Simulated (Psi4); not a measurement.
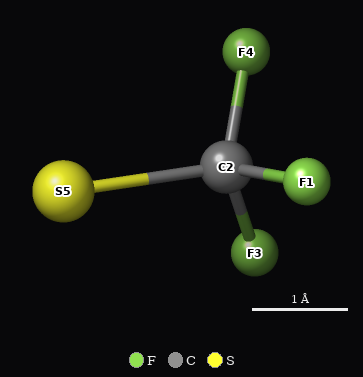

Fig. 1: The structure as given in the input (ball-and-stick view, seen at a tilt; atoms are numbered from 1 in the order of the input). Bond lengths as drawn: C–F 1.33 Å and C–S 1.80 Å.

**Run report: CF₃S, single-point calculation**

System: CF₃S, multiplicity 2.
Method: MP2/6-311+G**, UHF (Psi4 1.11).

The geometry comes from this level: PBE0-D4/def2-TZVP.

Input (cf3s.py):
```python
import psi4

psi4.set_memory(1600000000)
psi4.set_num_threads(1)
psi4.set_output_file('output.dat', False)

geom = psi4.geometry("""
0 2
F      0.248000     0.105000     1.332100
C      0.016900    -0.077100     0.034200
F     -1.219000    -0.558300    -0.109200
F      0.877600    -0.998800    -0.391000
S      0.126400     1.455500    -0.907500
symmetry c1
""")

psi4.set_options({
    'basis': '6-311+G**',
    'reference': 'uhf',
    'scf_type': 'df',
    'num_frozen_docc': 9,
    'guess': 'sapgau',
})

e_tot, wfn = psi4.energy("mp2", molecule=geom, return_wfn=True)
print('E =', round(e_tot, 9))
```

Machine: 1 thread of INTEL XEON PLATINUM @ 2.30GHz (Emerald Rapids), 24 GiB of memory available, shared host.

Launched with:
```bash
python cf3s.py
```

Log:
```
Psi4 1.11 release

   => Loading Basis Set <=

    Name: 6-311+G**
    Role: ORBITAL
    Keyword: BASIS

         ---------------------------------------------------------
                                   SCF
                              UHF Reference
                        1 Threads,   1525 MiB Core
         ---------------------------------------------------------

  ==> Geometry <==

    Molecular point group: c1
    Full point group: C1

    Geometry (in Angstrom), charge = 0, multiplicity = 2:

       Center              X                  Y                   Z               Mass
    ------------   -----------------  -----------------  -----------------  -----------------
         F            0.223540403536    -0.073499096375     1.458868621634    18.998403162730
         C           -0.007559596464    -0.255599096375     0.160968621634    12.000000000000
         F           -1.243459596464    -0.736799096375     0.017568621634    18.998403162730
         F            0.853140403536    -1.177299096375    -0.264231378366    18.998403162730
         S            0.101940403536     1.277000903625    -0.780731378366    31.972071174400

  Running in c1 symmetry.

  Rotational constants: A =      0.19153  B =      0.11146  C =      0.11078 [cm^-1]
  Rotational constants: A =   5741.86261  B =   3341.39065  C =   3320.95208 [MHz]
  Nuclear repulsion =  240.340356560442814

  Charge       = 0
  Multiplicity = 2
  Electrons    = 49
  Nalpha       = 25
  Nbeta        = 24

  ==> Algorithm <==

  SCF Algorithm Type is DF.
  DIIS enabled.
  MOM disabled.
  Fractional occupation disabled.
  Guess Type is SAPGAU.
  Energy threshold   = 1.00e-08
  Density threshold  = 1.00e-08
  Integral threshold = 1.00e-12

  ==> Primary Basis <==

  Basis Set: 6-311+G**
    Blend: 6-311+G**
    Number of shells: 54
    Number of basis functions: 118
    Number of Cartesian functions: 123
    Spherical Harmonics?: true
    Max angular momentum: 2

   => Loading Basis Set <=

    Name: (6-311+G** AUX)
    Role: JKFIT
    Keyword: DF_BASIS_SCF

   => Loading Basis Set <=

    Name: SAP_HELFEM_LARGE
    Role: ORBITAL
    Keyword: SAPGAU_BASIS

  ==> Integral Setup <==

  DFHelper Memory: AOs need 0.061 GiB; user supplied 1.118 GiB.
  SCF_SUBTYPE=INCORE selected. In-core MEM_DF algorithm will be used.
  Using in-core AOs.

  ==> MemDFJK: Density-Fitted J/K Matrices <==

    J tasked:                   Yes
    K tasked:                   Yes
    wK tasked:                   No
    Memory [MiB]:              1144
    Algorithm:                 Core
    Schwarz Cutoff:           1E-12
    Mask sparsity (%):       4.1511
    Fitting Condition:        1E-10

   => Auxiliary Basis Set <=

  Basis Set: (6-311+G** AUX)
    Blend: HEAVY-AUG-CC-PVTZ-JKFIT
    Number of shells: 162
    Number of basis functions: 562
    Number of Cartesian functions: 704
    Spherical Harmonics?: true
    Max angular momentum: 4

  Minimum eigenvalue in the overlap matrix is 4.1198394674E-04.
  Reciprocal condition number of the overlap matrix is 5.2654228596E-05.
    Using symmetric orthogonalization.

  ==> Pre-Iterations <==

   -------------------------------------------------------
    Irrep   Nso     Nmo     Nalpha   Nbeta   Ndocc  Nsocc
   -------------------------------------------------------
     A        118     118      25      24      24       1
   -------------------------------------------------------
    Total     118     118      25      24      24       1
   -------------------------------------------------------

  ==> Iterations <==

                           Total Energy        Delta E     RMS |[F,P]|

   @DF-UHF iter   1:  -733.08165020747958   -7.33082e+02   1.27168e-02 DIIS/ADIIS
   @DF-UHF iter   2:  -733.58138988057556   -4.99740e-01   5.99327e-03 DIIS/ADIIS
   @DF-UHF iter   3:  -733.78264917508250   -2.01259e-01   8.07179e-04 DIIS/ADIIS
   @DF-UHF iter   4:  -733.78854811126098   -5.89894e-03   2.29120e-04 DIIS/ADIIS
   @DF-UHF iter   5:  -733.78905739968491   -5.09288e-04   9.55232e-05 DIIS
   @DF-UHF iter   6:  -733.78915222629280   -9.48266e-05   2.44249e-05 DIIS
   @DF-UHF iter   7:  -733.78916386101605   -1.16347e-05   9.29628e-06 DIIS
   @DF-UHF iter   8:  -733.78916558588458   -1.72487e-06   2.85050e-06 DIIS
   @DF-UHF iter   9:  -733.78916578168469   -1.95800e-07   1.28689e-06 DIIS
   @DF-UHF iter  10:  -733.78916582969555   -4.80109e-08   6.51671e-07 DIIS
   @DF-UHF iter  11:  -733.78916584032766   -1.06321e-08   3.01277e-07 DIIS
   @DF-UHF iter  12:  -733.78916584403487   -3.70721e-09   1.22322e-07 DIIS
   @DF-UHF iter  13:  -733.78916584472927   -6.94399e-10   4.12478e-08 DIIS
   @DF-UHF iter  14:  -733.78916584479634   -6.70752e-11   1.61700e-08 DIIS
   @DF-UHF iter  15:  -733.78916584480589   -9.54969e-12   6.23303e-09 DIIS
  Energy and wave function converged.

  ==> Post-Iterations <==

   @Spin Contamination Metric:   9.094561281E-03
   @S^2 Expected:                7.500000000E-01
   @S^2 Observed:                7.590945613E-01
   @S   Expected:                5.000000000E-01
   @S   Observed:                5.000000000E-01

    Orbital Energies [Eh]
    ---------------------

    Alpha Occupied:

       1A    -92.029928     2A    -26.368357     3A    -26.363264
       4A    -26.363238     5A    -11.555813     6A     -9.032039
       7A     -6.728733     8A     -6.710211     9A     -6.707432
      10A     -1.763970    11A     -1.667018    12A     -1.661514
      13A     -1.094004    14A     -0.954010    15A     -0.855587
      16A     -0.851760    17A     -0.797451    18A     -0.738837
      19A     -0.733853    20A     -0.690544    21A     -0.687223
      22A     -0.671189    23A     -0.556494    24A     -0.503008
      25A     -0.439324

    Alpha Virtual:

      26A      0.069022    27A      0.085845    28A      0.091091
      29A      0.097666    30A      0.120735    31A      0.125895
      32A      0.129286    33A      0.184271    34A      0.195084
      35A      0.291101    36A      0.294733    37A      0.337580
      38A      0.347452    39A      0.352878    40A      0.367831
      41A      0.369532    42A      0.392565    43A      0.400318
      44A      0.408422    45A      0.414730    46A      0.458234
      47A      0.464782    48A      0.477983    49A      0.480492
      50A      0.509703    51A      0.511091    52A      0.534373
      53A      0.722026    54A      0.741547    55A      0.743035
      56A      0.856300    57A      0.978568    58A      0.980921
      59A      1.086403    60A      1.112786    61A      1.127323
      62A      1.215901    63A      1.421148    64A      1.424855
      65A      1.500076    66A      1.515029    67A      1.611443
      68A      1.665460    69A      1.685356    70A      1.690062
      71A      1.695216    72A      1.713957    73A      1.714153
      74A      1.918000    75A      1.964304    76A      1.986535
      77A      2.072847    78A      2.077895    79A      2.160958
      80A      2.170727    81A      2.185662    82A      2.400446
      83A      3.220865    84A      3.263794    85A      3.264405
      86A      4.118490    87A      4.148380    88A      4.150984
      89A      4.152781    90A      4.175909    91A      4.179311
      92A      4.179846    93A      4.287382    94A      4.290111
      95A      4.557094    96A      4.618834    97A      4.627494
      98A      4.798991    99A      5.354896   100A      5.359804
     101A      6.854314   102A      6.860510   103A      6.937139
     104A      6.940500   105A      6.944769   106A      6.971519
     107A      7.004057   108A      7.357994   109A      7.364623
     110A      8.312185   111A     18.314246   112A     18.339627
     113A     18.451972   114A     24.548757   115A     68.691972
     116A     68.697110   117A     68.753743   118A    192.132857

    Beta Occupied:

       1A    -92.019838     2A    -26.366993     3A    -26.363088
       4A    -26.363063     5A    -11.557150     6A     -9.022024
       7A     -6.704990     8A     -6.701991     9A     -6.686076
      10A     -1.762688    11A     -1.664234    12A     -1.661057
      13A     -1.049289    14A     -0.926880    15A     -0.851848
      16A     -0.851621    17A     -0.766180    18A     -0.733417
      19A     -0.732216    20A     -0.688023    21A     -0.686674
      22A     -0.670217    23A     -0.542255    24A     -0.413863

    Beta Virtual:

      25A     -0.031982    26A      0.071872    27A      0.087037
      28A      0.098367    29A      0.104785    30A      0.126130
      31A      0.128105    32A      0.129367    33A      0.192944
      34A      0.202108    35A      0.294972    36A      0.296576
      37A      0.348447    38A      0.351498    39A      0.358363
      40A      0.371296    41A      0.374704    42A      0.400749
      43A      0.411272    44A      0.415254    45A      0.421994
      46A      0.462774    47A      0.480121    48A      0.483912
      49A      0.491970    50A      0.515216    51A      0.517552
      52A      0.534844    53A      0.743701    54A      0.746704
      55A      0.759017    56A      0.860730    57A      1.054838
      58A      1.060005    59A      1.120331    60A      1.133637
      61A      1.136193    62A      1.228659    63A      1.426805
      64A      1.432478    65A      1.504841    66A      1.515857
      67A      1.611940    68A      1.665818    69A      1.687179
      70A      1.694979    71A      1.695638    72A      1.714371
      73A      1.715238    74A      1.973229    75A      1.981135
      76A      1.992917    77A      2.074289    78A      2.077631
      79A      2.165135    80A      2.172292    81A      2.185907
      82A      2.401646    83A      3.221422    84A      3.263439
      85A      3.264506    86A      4.119347    87A      4.149537
      88A      4.151492    89A      4.153403    90A      4.176809
      91A      4.180312    92A      4.180331    93A      4.289403
      94A      4.290597    95A      4.557990    96A      4.619630
      97A      4.628111    98A      4.799806    99A      5.356095
     100A      5.359945   101A      6.854895   102A      6.861761
     103A      6.937739   104A      6.941776   105A      6.944812
     106A      6.972238   107A      7.005119   108A      7.358237
     109A      7.365657   110A      8.327715   111A     18.344272
     112A     18.352020   113A     18.456333   114A     24.547696
     115A     68.692551   116A     68.697206   117A     68.754075
     118A    192.138506

    Final Occupation by Irrep:
              A
    DOCC [    24 ]
    SOCC [     1 ]
    NA   [    25 ]
    NB   [    24 ]

  @DF-UHF Final Energy:  -733.78916584480589

   => Energetics <=

    Nuclear Repulsion Energy =            240.3403565604428138
    One-Electron Energy =               -1495.9485686443354098
    Two-Electron Energy =                 521.8190462390866742
    Total Energy =                       -733.7891658448058934

  UHF NO Occupations:
  HONO-2 :   23  A 1.9997381
  HONO-1 :   24  A 1.9959404
  HONO-0 :   25  A 1.0000000
  LUNO+0 :   26  A 0.0040596
  LUNO+1 :   27  A 0.0002619
  LUNO+2 :   28  A 0.0001574
  LUNO+3 :   29  A 0.0000646

Computation Completed

Properties will be evaluated at   0.000000,   0.000000,   0.000000 [a0]

Properties computed using the SCF density matrix

 Multipole Moments:

 ------------------------------------------------------------------------------------
     Multipole            Electronic (a.u.)      Nuclear  (a.u.)        Total (a.u.)
 ------------------------------------------------------------------------------------

 L = 1.  Multiply by 2.5417464519 to convert [e a0] to [Debye]
 Dipole X            :         -0.0943644            0.1600216            0.0656572
 Dipole Y            :         -1.4682645            1.9087071            0.4404426
 Dipole Z            :          0.9060479           -1.1641422           -0.2580944
 Magnitude           :                                                    0.5146972

 ------------------------------------------------------------------------------------

	total time  =          2 seconds =       0.03 minutes

  //>>>>>>>>>>>>>>>>>>>>>>>>>>>>>>>>>>>//
  //               DFMP2               //
  //<<<<<<<<<<<<<<<<<<<<<<<<<<<<<<<<<<<//

   => Loading Basis Set <=

    Name: (6-311+G** AUX)
    Role: RIFIT
    Keyword: DF_BASIS_MP2

	 --------------------------------------------------------
	                          DF-MP2
	      2nd-Order Density-Fitted Moller-Plesset Theory
	              UMP2 Wavefunction,   1 Threads

	 --------------------------------------------------------

	 --------------------------------------------------------
	                 NBF =   118, NAUX =   571
	 --------------------------------------------------------
	   CLASS    FOCC     OCC    AOCC    AVIR     VIR    FVIR
	   ALPHA       9      25      16      93      93       0
	    BETA       9      24      15      94      94       0
	 --------------------------------------------------------

	-----------------------------------------------------------
	 ==================> DF-MP2 Energies <====================
	-----------------------------------------------------------
	 Reference Energy          =    -733.7891658448058934 [Eh]
	 Singles Energy            =      -0.0000000000000000 [Eh]
	 Same-Spin Energy          =      -0.2353344402786203 [Eh]
	 Opposite-Spin Energy      =      -0.6220114084617441 [Eh]
	 Correlation Energy        =      -0.8573458487403643 [Eh]
	 Total Energy              =    -734.6465116935462447 [Eh]
	-----------------------------------------------------------
	 ================> DF-SCS-MP2 Energies <==================
	-----------------------------------------------------------
	 SCS Same-Spin Scale       =       0.3333333333333333 [-]
	 SCS Opposite-Spin Scale   =       1.2000000000000000 [-]
	 SCS Same-Spin Energy      =      -0.0784448134262068 [Eh]
	 SCS Opposite-Spin Energy  =      -0.7464136901540929 [Eh]
	 SCS Correlation Energy    =      -0.8248585035802997 [Eh]
	 SCS Total Energy          =    -734.6140243483862378 [Eh]
	-----------------------------------------------------------

	total time  =          0 seconds =       0.00 minutes
```

Standard output:
```
E = -734.646511694
```

Key numbers:

```tsv
quantity	value
outcome	converged
total energy	−734.646512 hartree
SCF energy	−733.789166 hartree
MP2 energy	−734.646512 hartree
correlation energy	−0.857346 hartree
basis functions	118
⟨S²⟩	0.759
wall time	2.4 s
peak memory	0.28 GiB
```
